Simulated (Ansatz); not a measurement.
## Electronic structure of F2GeH5Si2 (charge +1) in real space

```xyz
10

F    -1.5445    2.5627    0.1394
F    -1.8919    3.6500   -2.2293
Ge    0.8885    1.9509   -1.3539
Si   -1.4700    2.2264   -1.6463
Si    0.1617    2.6039    0.8357
H    -2.5311    1.2160   -1.8221
H     1.7065    2.9910   -2.1090
H     1.3475    0.4994   -1.4399
H     0.0537    1.5982    1.9161
H     0.2727    4.0146    1.2686
```

Geometry: PBE0-D3(BJ)/def2-SVP.

Level of theory: isolated molecule in a Gaussian basis; Kohn-Sham density functional theory, functional PBE0 in Ansatz.

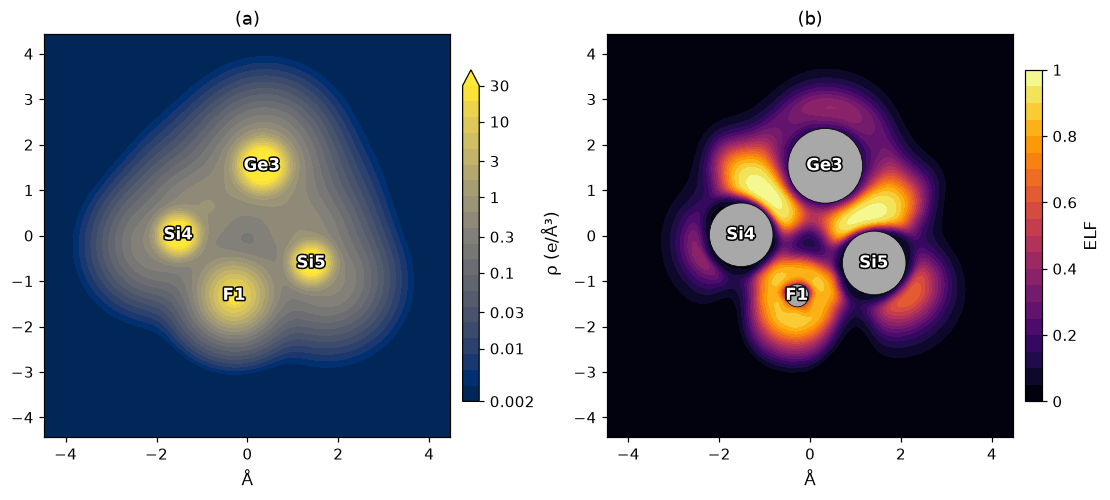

Figure 1. (a) electron density; (b) electron localisation function on the plane of atoms F1, Si4 and Ge3. Grey discs cover the atomic cores in the ELF map.

> What does the map show?

The plane passes through F, Ge and Si nuclei. Si–Ge (2.39 Å): the density is about 0.61 e/Å³ at the midpoint; the ELF peaks at about 0.95 between the atoms: localised, covalent bonding. Si–F (1.82 Å): the density is about 0.61 e/Å³ at the midpoint; the ELF peaks at about 0.85 in the valence shell of F, 0.6 Å from its nucleus, and is about 0.45 at the midpoint. The ELF also peaks beside F1, away from the bonds: lone-pair regions.

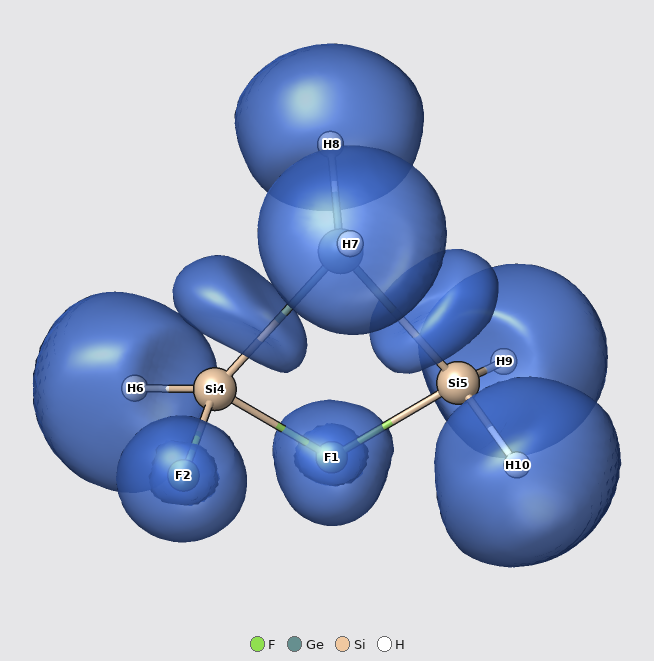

Figure 2. Isosurface of the electron localisation function at 0.75 (blue), seen at a tilt. Only the valence region is drawn (cores and ρ < 0.01 e/Å³ removed).

> Identify the bonds, lone pairs and shells in this picture.

The ELF exceeds this value in five regions around hydrogen nuclei, two regions on Si in which the atom's valence shell and bonds are merged and two regions wrapped around F (the valence shell of each).


Si–F (1.60 Å): the ELF peaks at about 0.85 in the valence shell of F, 0.6 Å from its nucleus, and is about 0.45 at the midpoint.

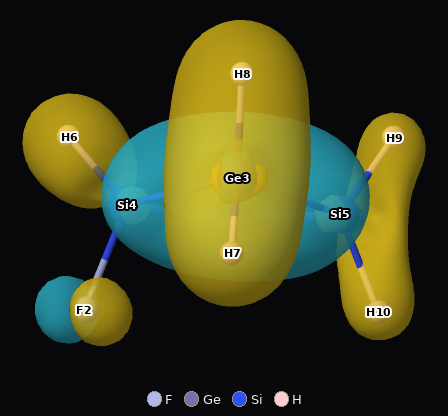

Figure 3. The HOMO−1 at ±0.1 Å⁻³ᐟ² (yellow and cyan are the two phases), seen from one side.

> Where does this orbital lie, and at what energy?

Its weight (Hirshfeld) is mainly on Ge3 (about 35 %), Si5 (about 15 %), Si4 (about 15 %), H7 (about 10 %), H8 (about 10 %) and F1 (about 10 %). Its energy is −14.39 eV.
